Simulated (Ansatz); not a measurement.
H₆OSi₂···NH₃

The calculation's input:

```
crystal:
  periodic: [false, false, false]
  atoms:
    - { symbol: Si, position_ang: [-0.5421, 0.6611, -0.1404] }
    - { symbol: O, position_ang: [1.0335, 0.265, 1.1452] }
    - { symbol: H, position_ang: [-1.297, 0.9921, -1.393] }
    - { symbol: H, position_ang: [-0.643, 1.9615, 0.5319] }
    - { symbol: Si, position_ang: [-1.2837, -1.3939, 0.5779] }
    - { symbol: H, position_ang: [1.6538, 0.3701, 0.0329] }
    - { symbol: "N", position_ang: [1.2771, 0.6013, -1.2314] }
    - { symbol: H, position_ang: [1.3551, 0.9215, 1.7623] }
    - { symbol: H, position_ang: [-2.5135, -1.787, -0.1265] }
    - { symbol: H, position_ang: [-0.3356, -2.4969, 0.3868] }
    - { symbol: H, position_ang: [-1.6418, -1.3864, 2.0009] }
    - { symbol: H, position_ang: [1.3689, -0.1659, -1.8754] }
    - { symbol: H, position_ang: [1.5684, 1.4576, -1.6712] }
basis:
  gaussian: { orbitals: def2-mTZVP }
hamiltonian:
  xc: pbe
  dispersion: d4
relax:
  f_tol: 0.15
  max_steps: 25
  restrain:
    - { distance: [0, 6], at: 3.12, k: 30.0 }
    - { distance: [5, 1], at: 2.27, k: 30.0 }
    - { distance: [0, 1], at: 1.77, k: 30.0 }
    - { distance: [5, 6], at: 1.02, k: 30.0 }
output:
  orbitals: {}
```

Command:

```sh
ansatz run input.yaml --threads 4 --pin off --max-ram 5120MiB --backend cpu --events-out ev --progress --plain --runs-dir out
```

The fields are those of the run's last geometry, not of the input's.

Not at a stationary point (largest force 1.0 eV/Å).

The calculation used RKS PBE-D4/def2-mTZVP (Ansatz 0.2.0).

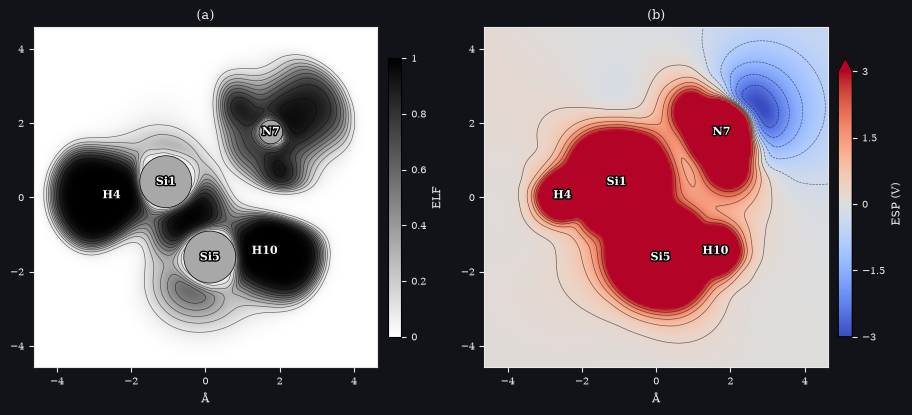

Figure 1. (a) electron localisation function; (b) molecular electrostatic potential on the plane of atoms H4, Si1 and Si5. Grey discs cover the atomic cores in the ELF map.

What does the map show?

Answer.
- Atoms in the plane: Si, H and N.
- Si1···N7 (3.13 Å): the ELF is about 0.10 at the midpoint.
- Si–Si (2.35 Å): the ELF peaks at about 1 between the atoms, as expected for a covalent bond.
- Si–H (1.51 Å): the ELF climbs to about 1 towards the hydrogen, as it does in any bond to H.
- The ELF also peaks beside N7, away from the bonds: lone-pair regions.
- Outside the dense part of the complex the potential is most negative (−3.0 V) near N7.

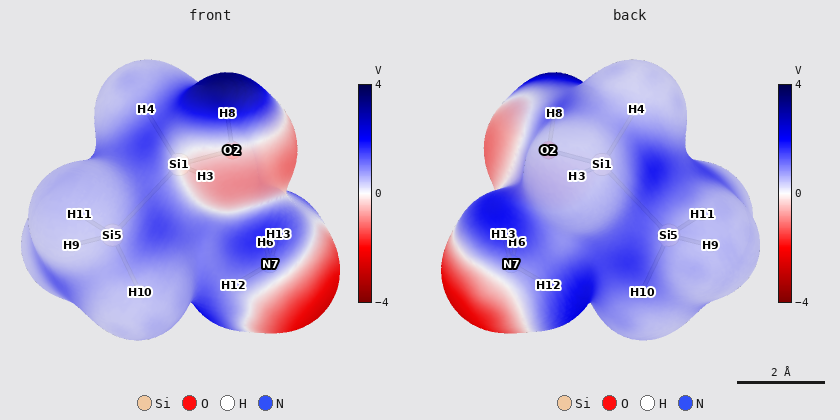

Figure 2. The molecular electrostatic potential painted on the density surface at 0.004 e/bohr³, seen from the front and from behind; red is negative and blue positive.

Where is the surface potential most negative and most positive?

Answer. The most negative region (about −2.4 V) lies over N7, the most positive (about +3.5 V) over H8. N7 is the likeliest acceptor of a hydrogen bond.

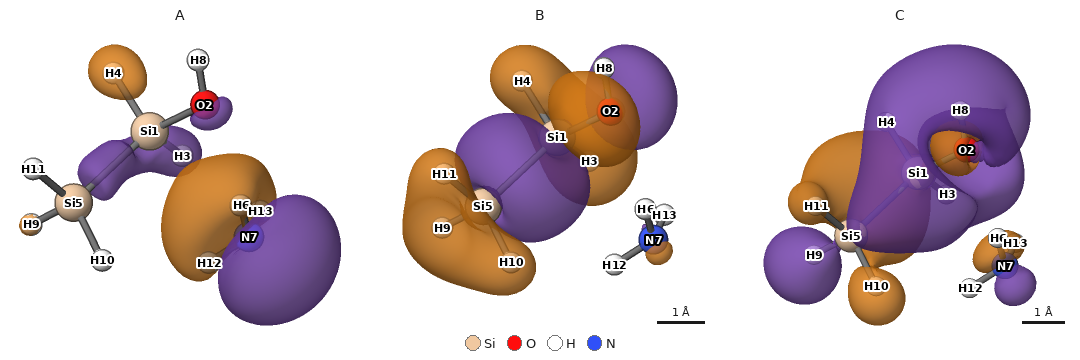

Figure 3. Three frontier orbitals at ±0.06 Å⁻³ᐟ² (orange and purple are the two phases), in no order.

Order the three orbitals by energy and name them.

Answer. B is the HOMO−1 (−6.90 eV). It lies mainly on O2 (about 35 %), Si5 (about 20 %), Si1 (about 20 %) and H3 (about 5 %). A is the HOMO (−5.83 eV). It lies mainly on N7 (about 75 %); largely a lone pair of N7. C is the LUMO (−1.47 eV). By Hirshfeld shares it lies mainly on Si1 (about 35 %), Si5 (about 20 %), O2 (about 10 %) and H8 (about 10 %).

What is the HOMO–LUMO gap?

Answer. 4.36 eV between the orbital energies.

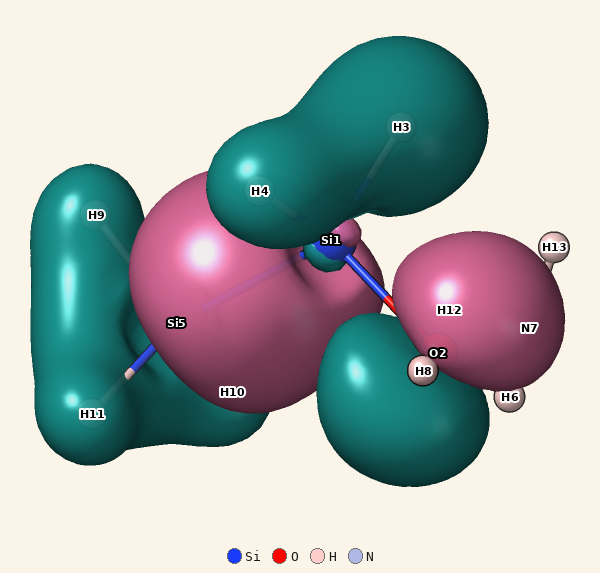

Figure 4. The HOMO−1 at ±0.08 Å⁻³ᐟ² (teal and pink are the two phases), seen from one side.

Describe this orbital and give its energy.

Answer. By Hirshfeld shares it lies mainly on O2 (about 35 %), Si5 (about 20 %), Si1 (about 20 %) and H3 (about 5 %). Its energy is −6.90 eV.
